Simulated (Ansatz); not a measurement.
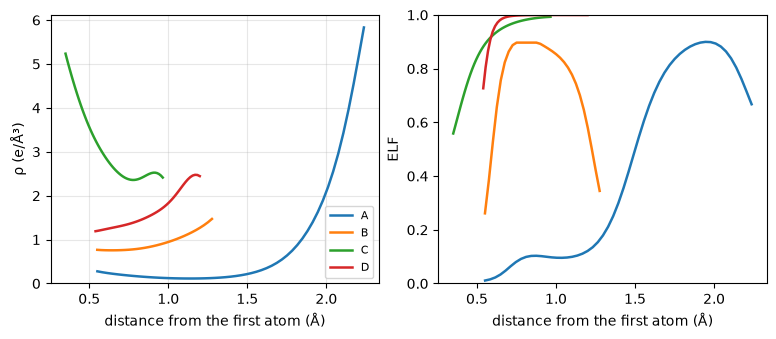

*BBrH₂···H₂O. Total electron density and electron localisation function along straight lines between neighbouring atoms. The curves leave out the atomic cores.*

Not at a stationary point (largest force 1.2 eV/Å).

Computed with RKS PBE0-D4/def2-SVP (Ansatz).

The calculation's input:

```
crystal:
  periodic: [false, false, false]
  atoms:
    - { symbol: B, position_ang: [0.0, 0.0, 0.0] }
    - { symbol: O, position_ang: [0.0, 0.0, 1.76] }
    - { symbol: H, position_ang: [-0.9095, -0.2814, 2.0971] }
    - { symbol: H, position_ang: [1.0305, 0.0, -0.595] }
    - { symbol: H, position_ang: [-1.0305, 0.0, -0.595] }
    - { symbol: Br, position_ang: [0.1049, 2.2181, 0.7379] }
    - { symbol: H, position_ang: [0.0529, 1.119, 1.7348] }
basis:
  gaussian: { orbitals: def2-SVP }
hamiltonian:
  xc: pbe0
  dispersion: d4
relax:
  f_tol: 0.15
  max_steps: 25
  restrain:
    - { distance: [0, 5], at: 2.04, k: 30.0 }
    - { distance: [6, 1], at: 1.01, k: 30.0 }
    - { distance: [0, 1], at: 2.61, k: 30.0 }
    - { distance: [6, 5], at: 2.75, k: 30.0 }
output:
  orbitals: {}
```

Launched as:

```sh
ansatz run input.yaml --threads 2 --pin off --max-ram 3072MiB --backend cpu --events-out ev --progress --plain --runs-dir out
```

The fields are those of the run's last geometry, not of the input's.

Which curve belongs to which contact (B–Br, B–H, B–O and O–H)? The first atom named is at distance zero.

Curve A: B1···O2 (2.59 Å): the density falls to about 0.11 e/Å³ on the way; the ELF is about 0.20 at the midpoint. Curve B: B–Br (2.00 Å): ρ at the midpoint is about 0.95 e/Å³, with its minimum of 0.76 e/Å³ about 0.7 Å from B; the ELF peaks at about 0.90 between the atoms, as expected for a polar covalent bond. Curve C: O–H (0.97 Å): ρ at the midpoint is about 3.7 e/Å³; the ELF climbs to about 1 towards the hydrogen, as it does in any bond to H: an ordinary covalent bond to hydrogen. Curve D: B–H (1.20 Å): the density is about 1.2 e/Å³ at the midpoint; the ELF climbs to about 1 towards the hydrogen (an ordinary covalent bond to hydrogen).
